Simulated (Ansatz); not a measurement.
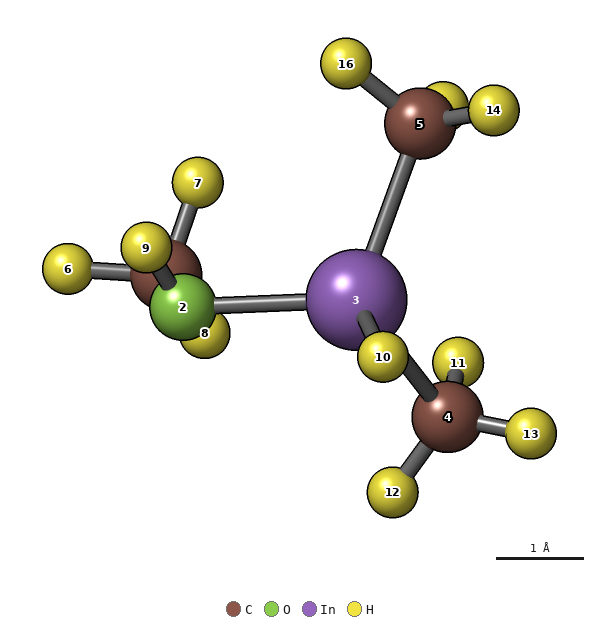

Figure 1. The structure as given in the input (ball-and-stick view, seen at a tilt; atoms are numbered from 1 in the order of the input). Sticks mark near contacts.

## Run report: C3H11InO, geometry relaxation (part 1 of 2)

The run: geometry relaxation of C3H11InO, SMILES C[OH+][InH-]([CH3])[CH3]. Method and program: RKS PBE-D4/def2-SVP (Ansatz 0.2.0).

The geometry: force-field start. Figures and captions count atoms from 1; the log counts them from 0 in places.

### The input
```yaml
crystal:
  periodic: [false, false, false]
  atoms:
    - {symbol: C, position_ang: [-0.802900, 0.630300, 1.766300]}
    - {symbol: O, position_ang: [0.265000, 1.297400, 1.180400]}
    - {symbol: In, position_ang: [0.770300, 0.262800, -0.490800]}
    - {symbol: C, position_ang: [1.288900, -1.811100, 0.059000]}
    - {symbol: C, position_ang: [-0.832600, 0.310700, -1.948300]}
    - {symbol: H, position_ang: [-1.175900, 1.265400, 2.647200]}
    - {symbol: H, position_ang: [-1.678900, 0.630500, 1.045100]}
    - {symbol: H, position_ang: [-0.550200, -0.333000, 2.086700]}
    - {symbol: H, position_ang: [-0.048300, 2.190600, 0.878900]}
    - {symbol: H, position_ang: [2.284500, 1.003200, -1.180500]}
    - {symbol: H, position_ang: [0.249100, -2.382500, 0.135600]}
    - {symbol: H, position_ang: [1.736700, -1.846100, 1.067800]}
    - {symbol: H, position_ang: [1.823800, -2.252800, -0.720100]}
    - {symbol: H, position_ang: [-0.448200, 0.236600, -2.938800]}
    - {symbol: H, position_ang: [-1.531600, -0.538500, -1.728400]}
    - {symbol: H, position_ang: [-1.372400, 1.313900, -1.815900]}
basis:
  gaussian: {orbitals: def2-SVP}
hamiltonian: {xc: pbe, dispersion: d4}
relax: {f_tol: 0.03, max_steps: 200}
```

Machine: 4 threads of Arm Neoverse V1, 23 GiB of memory available, shared host.

Run as:
```bash
ansatz run in.yaml --threads 4 --pin off --events-out ev --progress --plain --max-ram 11315MiB
```

### What the program printed
```
Functional definition: PBE
  name "PBE"
  cite "Perdew, Burke & Ernzerhof, Phys. Rev. Lett. 77, 3865 (1996) doi:10.1103/PhysRevLett.77.3865"
  parent pbe
  parameter kappa = 0.804
  parameter beta = 0.06672455060314922
  exchange = pbe_x(kappa = kappa, mu = beta*pi^2/3)
  correlation = pbe_c(beta = beta)
1571 factors; their error is unknown
mean field evaluation 1: about -10477.7143 eV, gradient 9.0e1 eV
mean field evaluation 2: about -10433.5179 eV, gradient 1.4e2 eV
mean field evaluation 4: about -10497.4874 eV, gradient 1.5e1 eV
mean field evaluation 8: about -10497.9031 eV, gradient 3.4e-1 eV
mean field evaluation 16: about -10497.8595 eV, gradient 1.6e-3 eV
mean field -10497.85950466 eV, -385.7892210914 hartree, gradient 1.8e-5 eV, S^2 0.000000; 0 other end points of the search recorded, 0 dependent functions left out
the calculation of the forces begins
reference -10497.85955616 eV, -385.7892229841 hartree; 29, 29 occupied and 108, 108 virtual orbitals, 1571 factors
relax step   1: F+E_penalty+E_count = -10498.16802464 eV  Δ(F+E_penalty+E_count) = +0.000e0 eV  max|allowed force component| = 4.245e0 eV/Å  Δτ_max = 0.0000 Å  (30 SCF iters, accepted)
these checks for a lower state are left out or cut short: starts, cluster_reference, orbital_swaps, neighbouring_geometries, increment
1571 factors; their error is unknown
mean field -10499.04279268 eV, -385.8327061241 hartree, gradient 8.1e-6 eV, S^2 0.000000; 0 other end points of the search recorded, 0 dependent functions left out
[... from here on the field's lines of each further geometry are left out, up to the last ...]
relax step   2: F+E_penalty+E_count = -10499.34670999 eV  Δ(F+E_penalty+E_count) = -1.179e0 eV  max|allowed force component| = 1.489e0 eV/Å  Δτ_max = 0.1928 Å  (29 SCF iters, accepted)
relax step   3: F+E_penalty+E_count = -10499.66872091 eV  Δ(F+E_penalty+E_count) = -3.220e-1 eV  max|allowed force component| = 4.937e-1 eV/Å  Δτ_max = 0.1966 Å  (29 SCF iters, accepted)
relax step   4: F+E_penalty+E_count = -10499.71827903 eV  Δ(F+E_penalty+E_count) = -4.956e-2 eV  max|allowed force component| = 2.985e-1 eV/Å  Δτ_max = 0.1155 Å  (28 SCF iters, accepted)
relax step   5: F+E_penalty+E_count = -10499.72271098 eV  Δ(F+E_penalty+E_count) = -4.432e-3 eV  max|allowed force component| = 1.822e-1 eV/Å  Δτ_max = 0.0650 Å  (28 SCF iters, accepted)
relax step   6: F+E_penalty+E_count = -10499.72797258 eV  Δ(F+E_penalty+E_count) = -5.262e-3 eV  max|allowed force component| = 9.254e-2 eV/Å  Δτ_max = 0.0425 Å  (29 SCF iters, accepted)
relax step   7: F+E_penalty+E_count = -10499.72902253 eV  Δ(F+E_penalty+E_count) = -1.050e-3 eV  max|allowed force component| = 4.226e-2 eV/Å  Δτ_max = 0.0325 Å  (29 SCF iters, accepted)
relax step   8: F+E_penalty+E_count = -10499.72991995 eV  Δ(F+E_penalty+E_count) = -8.974e-4 eV  max|allowed force component| = 3.884e-2 eV/Å  Δτ_max = 0.0644 Å  (29 SCF iters, accepted)
relax step   9: F+E_penalty+E_count = -10499.73020866 eV  Δ(F+E_penalty+E_count) = -2.887e-4 eV  max|allowed force component| = 3.433e-2 eV/Å  Δτ_max = 0.0285 Å  (30 SCF iters, accepted)
relax step  10: F+E_penalty+E_count = -10499.73062612 eV  Δ(F+E_penalty+E_count) = -4.175e-4 eV  max|allowed force component| = 3.244e-2 eV/Å  Δτ_max = 0.0614 Å  (29 SCF iters, accepted)
relax step  11: F+E_penalty+E_count = -10499.73088778 eV  Δ(F+E_penalty+E_count) = -2.617e-4 eV  max|allowed force component| = 4.878e-2 eV/Å  Δτ_max = 0.0468 Å  (29 SCF iters, accepted)
relax step  12: F+E_penalty+E_count = -10499.73117869 eV  Δ(F+E_penalty+E_count) = -2.909e-4 eV  max|allowed force component| = 5.720e-2 eV/Å  Δτ_max = 0.0444 Å  (28 SCF iters, accepted)
relax step  13: F+E_penalty+E_count = -10499.73135286 eV  Δ(F+E_penalty+E_count) = -1.742e-4 eV  max|allowed force component| = 7.109e-2 eV/Å  Δτ_max = 0.0458 Å  (28 SCF iters, accepted)
relax step  14: F+E_penalty+E_count = -10499.73153058 eV  Δ(F+E_penalty+E_count) = -1.777e-4 eV  max|allowed force component| = 8.059e-2 eV/Å  Δτ_max = 0.0329 Å  (30 SCF iters, accepted)
relax step  15: F+E_penalty+E_count = -10499.73151210 eV  Δ(F+E_penalty+E_count) = +1.847e-5 eV  max|allowed force component| = 7.368e-2 eV/Å  Δτ_max = 0.0345 Å  (30 SCF iters, rejected (line search))
relax step  16: F+E_penalty+E_count = -10499.73178110 eV  Δ(F+E_penalty+E_count) = -2.505e-4 eV  max|allowed force component| = 4.165e-2 eV/Å  Δτ_max = 0.0168 Å  (30 SCF iters, accepted)
relax step  17: F+E_penalty+E_count = -10499.73193119 eV  Δ(F+E_penalty+E_count) = -1.501e-4 eV  max|allowed force component| = 2.709e-2 eV/Å  Δτ_max = 0.0342 Å  (30 SCF iters, accepted)
relax step  18: F+E_penalty+E_count = -10499.73191904 eV  Δ(F+E_penalty+E_count) = +1.216e-5 eV  max|allowed force component| = 1.013e-1 eV/Å  Δτ_max = 0.0931 Å  (29 SCF iters, rejected (line search))
relax step  19: F+E_penalty+E_count = -10499.73213128 eV  Δ(F+E_penalty+E_count) = -2.001e-4 eV  max|allowed force component| = 1.833e-2 eV/Å  Δτ_max = 0.0454 Å  (29 SCF iters, accepted)
relax step  20: F+E_penalty+E_count = -10499.73220696 eV  Δ(F+E_penalty+E_count) = -7.568e-5 eV  max|allowed force component| = 7.436e-2 eV/Å  Δτ_max = 0.0734 Å  (29 SCF iters, accepted)
relax step  21: F+E_penalty+E_count = -10499.73239342 eV  Δ(F+E_penalty+E_count) = -1.865e-4 eV  max|allowed force component| = 3.421e-2 eV/Å  Δτ_max = 0.0036 Å  (24 SCF iters, accepted)
relax step  22: F+E_penalty+E_count = -10499.73239412 eV  Δ(F+E_penalty+E_count) = -6.949e-7 eV  max|allowed force component| = 3.393e-2 eV/Å  Δτ_max = 0.0005 Å  (19 SCF iters, accepted)
relax step  23: F+E_penalty+E_count = -10499.73252883 eV  Δ(F+E_penalty+E_count) = -1.347e-4 eV  max|allowed force component| = 1.632e-2 eV/Å  Δτ_max = 0.0262 Å  (30 SCF iters, accepted)
relax step  24: F+E_penalty+E_count = -10499.73287320 eV  Δ(F+E_penalty+E_count) = -3.444e-4 eV  max|allowed force component| = 4.050e-2 eV/Å  Δτ_max = 0.1025 Å  (28 SCF iters, accepted)
relax step  25: F+E_penalty+E_count = -10499.73292058 eV  Δ(F+E_penalty+E_count) = -4.738e-5 eV  max|allowed force component| = 6.922e-2 eV/Å  Δτ_max = 0.0481 Å  (29 SCF iters, accepted)
relax step  26: F+E_penalty+E_count = -10499.73319990 eV  Δ(F+E_penalty+E_count) = -2.793e-4 eV  max|allowed force component| = 4.319e-2 eV/Å  Δτ_max = 0.0095 Å  (24 SCF iters, accepted)
the calculation of the forces begins
reference -10499.44432465 eV, -385.8474621519 hartree; 29, 29 occupied and 108, 108 virtual orbitals, 1571 factors
relax step  27: F+E_penalty+E_count = -10499.73336784 eV  Δ(F+E_penalty+E_count) = -1.679e-4 eV  max|allowed force component| = 1.390e-2 eV/Å  Δτ_max = 0.0197 Å  (30 SCF iters, accepted)
```

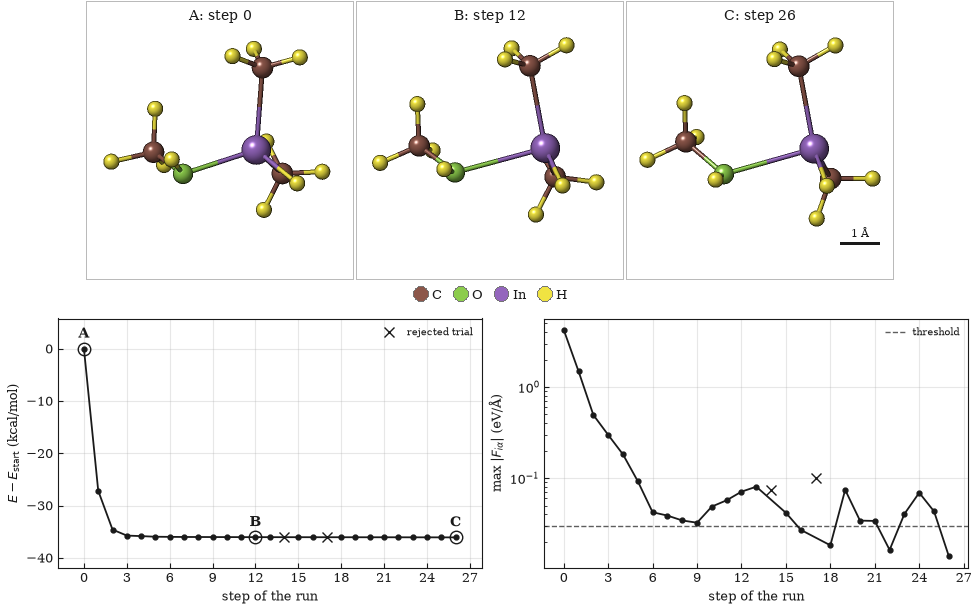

Figure 2. Frames of the relaxation (ball-and-stick view, seen at a tilt) above the curves, on which the letters mark them (the first geometry is step 0 here and step 1 in the log).

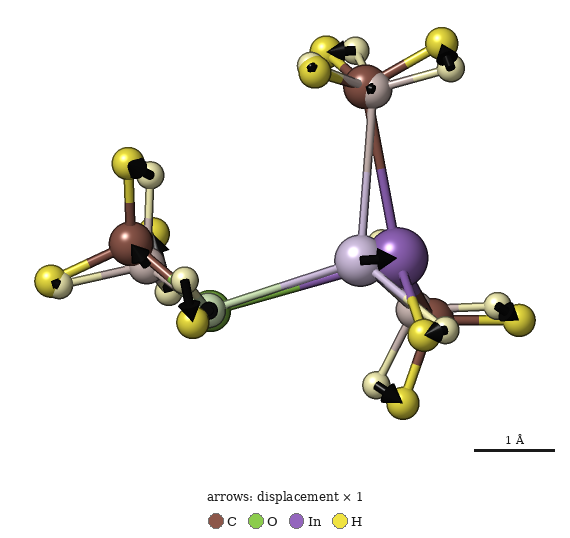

Figure 3. Start (faint) and end (solid) with the displacements as black arrows, at true length (ball-and-stick view, seen at a tilt). The two geometries are laid on each other by the best rigid fit. The energy falls by 36.1 kcal/mol in 26 geometry steps. The largest force component goes from 4.2 to 0.014 eV/Å. The line search rejected the trial steps at points 14, 17 (counted from 0) and went back. The largest move after the best rigid fit is that of H8, 0.76 Å. By element the largest moves are H 0.76 Å, In 0.47 Å, C 0.37 Å, O 0.26 Å. Among the contacts that change: O2–In3 2.029 → 2.447 Å, C4–H11 1.189 → 1.108 Å, C4–H13 1.043 → 1.109 Å, C1–H8 1.046 → 1.107 Å. Among the angles that change: O2–In3–H10 108.2° → 90.1°, O2–In3–C5 111.0° → 94.9°, C4–In3–H10 106.3° → 120.8°. (Atoms are counted from 1 in the order of the input.)

```
1571 factors; their error is unknown
mean field -10499.44427329 eV, -385.8474602645 hartree, gradient 2.3e-5 eV, S^2 0.000000; 1 other end points of the search recorded, 0 dependent functions left out
the calculation of the forces begins
reference -10499.44432465 eV, -385.8474621519 hartree; 29, 29 occupied and 108, 108 virtual orbitals, 1571 factors
Total energy: -10499.73341920 eV, -385.8580861806 hartree
Atom 0 at    -1.111579     0.831830     1.696885 Å, force     0.009065     0.002549    -0.003869 eV/Å
Atom 1 at     0.231568     1.049467     1.258677 Å, force    -0.008669     0.009369    -0.002281 eV/Å
Atom 2 at     0.994474     0.027132    -0.830057 Å, force     0.001080    -0.000362    -0.001312 eV/Å
Atom 3 at     1.510539    -1.934388    -0.001344 Å, force     0.003820    -0.001281     0.004760 eV/Å
Atom 4 at    -0.921043     0.294668    -1.882073 Å, force     0.000130     0.004285    -0.001092 eV/Å
Atom 5 at    -1.286189     1.289367     2.694208 Å, force    -0.002997    -0.000526     0.000842 eV/Å
Atom 6 at    -1.862409     1.217979     0.973386 Å, force     0.002635    -0.001235     0.002230 eV/Å
Atom 7 at    -1.245918    -0.262901     1.786164 Å, force    -0.001199     0.002125     0.000333 eV/Å
Atom 8 at     0.395062     2.008272     1.176599 Å, force     0.000170    -0.013896     0.001327 eV/Å
Atom 9 at     2.221576     1.286441    -1.003062 Å, force    -0.002682    -0.001104     0.000290 eV/Å
Atom 10 at     0.601066    -2.512095     0.258575 Å, force     0.001661     0.002153    -0.001265 eV/Å
Atom 11 at     2.134265    -1.815398     0.906685 Å, force    -0.000094    -0.002659    -0.000013 eV/Å
Atom 12 at     2.091317    -2.523341    -0.740186 Å, force    -0.002429     0.001618    -0.000529 eV/Å
Atom 13 at    -0.797844     0.038266    -2.954427 Å, force    -0.000865    -0.000388     0.001072 eV/Å
Atom 14 at    -1.709365    -0.364634    -1.466045 Å, force     0.002651    -0.000281     0.001182 eV/Å
Atom 15 at    -1.268220     1.346733    -1.829785 Å, force    -0.002275    -0.000366    -0.001676 eV/Å
Dipole moment:    -0.457730     0.325638     0.488744 e Å
```

### Trajectory as extended XYZ (Å, eV, eV/Å), 14 of the 27 frames kept, from step=1 to step=27
```
16
Properties=species:S:1:pos:R:3:forces:R:3 step=1 energy=-10498.16803
C    -0.8029    0.6303    1.7663   -3.7101   3.0256   0.8656
O     0.2650    1.2974    1.1804    0.3633   2.7152   1.4302
In    0.7703    0.2628   -0.4908    2.9043  -2.4250  -4.2450
C     1.2889   -1.8111    0.0590   -3.9654   0.4823   2.3899
C    -0.8326    0.3107   -1.9483   -1.7815   1.0085   2.0777
H    -1.1759    1.2654    2.6472    0.3713  -0.8635  -0.4796
H    -1.6789    0.6305    1.0451    0.4362  -0.5273   0.4234
H    -0.5502   -0.3330    2.0867    0.7701  -2.0354   0.5236
H    -0.0483    2.1906    0.8789    0.3723  -0.4653   0.4165
H     2.2845    1.0032   -1.1805   -0.3375   0.2622   0.4221
H     0.2491   -2.3825    0.1356    1.7317   0.7455  -0.0893
H     1.7367   -1.8461    1.0678    0.4038  -0.3327  -0.1269
H     1.8238   -2.2528   -0.7201    1.5539  -0.9619  -1.5892
H    -0.4482    0.2366   -2.9388    0.6155  -0.0596  -1.3320
H    -1.5316   -0.5385   -1.7284    0.0994   0.4404  -0.2434
H    -1.3724    1.3139   -1.8159    0.1727  -1.0089  -0.4436
16
Properties=species:S:1:pos:R:3:forces:R:3 step=3 energy=-10499.66872
C    -0.8856    0.6829    1.7912    0.0289  -0.0775  -0.1009
O     0.2383    1.3104    1.1564   -0.1159   0.0824   0.2472
In    0.9792    0.1449   -0.7518    0.1937  -0.1690  -0.4937
C     1.2576   -1.8597    0.0978    0.2930  -0.0014  -0.2994
C    -0.8712    0.3597   -1.9474    0.2621  -0.1132  -0.1883
H    -1.1931    1.2458    2.6935   -0.0330   0.0289   0.0805
H    -1.7413    0.5853    1.0889   -0.0552  -0.0146   0.0526
H    -0.5578   -0.3324    2.0881   -0.0162   0.0543   0.0080
H    -0.0229    2.2122    0.8902    0.0462   0.0404  -0.0226
H     2.3669    1.1713   -1.1241   -0.0765   0.0274   0.0914
H     0.2914   -2.3825    0.1761   -0.1918  -0.1270   0.0461
H     1.7603   -1.8649    1.0836    0.0681  -0.0144   0.0000
H     1.8918   -2.4237   -0.6354   -0.1599   0.1273   0.3332
H    -0.5704    0.2680   -3.0207   -0.1393   0.0399   0.2432
H    -1.5717   -0.4659   -1.7148   -0.0583   0.0055  -0.0131
H    -1.3941    1.3260   -1.8274   -0.0459   0.1110   0.0159
```
